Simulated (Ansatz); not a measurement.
# ScCl: thickness series

Consider ScCl (space group R-3m, No. 166; a = 3.4592 Å, c = 26.5364 Å (hexagonal axes); ferromagnetic; layered, stacked along the Cartesian z axis).

Free-standing slabs (4 atom(s) a layer) normal to the stacking axis with 15 Å of vacuum; in-plane cell relaxed.

All numbers come from r2SCAN+rVV10, PAW, 500 eV (Ansatz, a first-principles code; spin-orbit coupling left out).

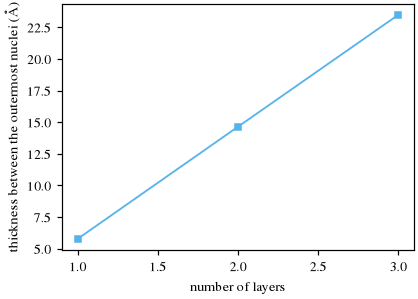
*Thickness between the outermost nuclei against number of layers*

| number of layers | thickness between the outermost nuclei |
|---|---|
| 1 | 5.77 Å |
| 2 | 14.63 Å |
| 3 | 23.48 Å |

Other magnetic orders, which the real material may have, were not ruled out. No phonon test of stability was made.
